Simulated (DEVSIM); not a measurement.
System: Ni/La2O3/p-Si capacitor, at 250 K.

```tsv
layer (left to right)	material	thickness (nm)	Na (cm⁻³)
1	La2O3	2.70	-
2	Si	450	1.6e18
```

Metal gate on the left, work function 5.1 eV. Fixed charge at the semiconductor interface 0 cm⁻² (in units of +e); no interface traps.

Constants are typed, rounded textbook-type inputs, not results; the design itself was drawn at random and stands for no fabricated device. Values at 300 K; Nc and Nv go as T^1.5, mobilities as T to minus their exponent, the gap by Varshni's rule with the affinity fixed.

```
parameter         La2O3        Si
----------------  -----  --------
gap (eV)            5.8     1.124
affinity (eV)       1.8      4.05
permittivity         27      11.7
Nc (cm⁻³)             -   2.86e19
Nv (cm⁻³)             -    3.1e19
Varshni α (eV/K)      -  0.000473
Varshni β (K)         -       636
```

Model (solved in DEVSIM): 1D Poisson equation in equilibrium, Boltzmann statistics, complete ionisation; no quantum confinement or tunnelling. Metal contacts follow the ideal Schottky-Mott rule: no Fermi-level pinning, no interface dipoles.

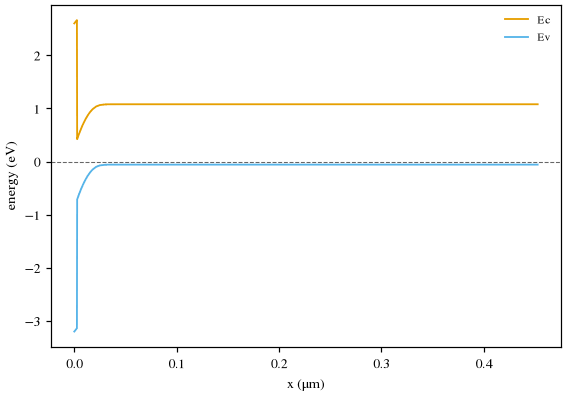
Fig. 1. Band edges at 0.7 V on the gate

Energies count from the Fermi level of the right contact; mesh points crowd at the junctions.

```csv
x (μm),Ec (eV),Ev (eV),n (cm⁻³),p (cm⁻³),field (V/cm)
0.000,2.600,-3.200,< 1e2,< 1e2,240000
0.0006587,2.616,-3.184,< 1e2,< 1e2,240000
0.001395,2.634,-3.166,< 1e2,< 1e2,240000
0.002092,2.651,-3.149,< 1e2,< 1e2,240000
0.003011,0.434,-0.702,3.9e10,160000,560000
0.004154,0.496,-0.640,2.2e9,2900000,530000
0.006028,0.590,-0.546,2.8e7,2.3e8,480000
0.01097,0.797,-0.339,1800,3.5e12,360000
0.01772,0.983,-0.153,< 1e2,1.9e16,190000
0.03025,1.075,-0.061,< 1e2,1.4e18,9200
0.05079,1.078,-0.058,< 1e2,1.6e18,≈ 0
0.1050,1.078,-0.058,< 1e2,1.6e18,≈ 0
0.1851,1.078,-0.058,< 1e2,1.6e18,≈ 0
0.2869,1.078,-0.058,< 1e2,1.6e18,≈ 0
0.3744,1.078,-0.058,< 1e2,1.6e18,≈ 0
0.4075,1.078,-0.058,< 1e2,1.6e18,≈ 0
0.4277,1.078,-0.058,< 1e2,1.6e18,≈ 0
0.4386,1.078,-0.058,< 1e2,1.6e18,≈ 0
0.4466,1.078,-0.058,< 1e2,1.6e18,≈ 0
0.4498,1.078,-0.058,< 1e2,1.6e18,≈ 0
0.4515,1.078,-0.058,< 1e2,1.6e18,≈ 0
0.4527,1.078,-0.058,< 1e2,1.6e18,≈ 0
```
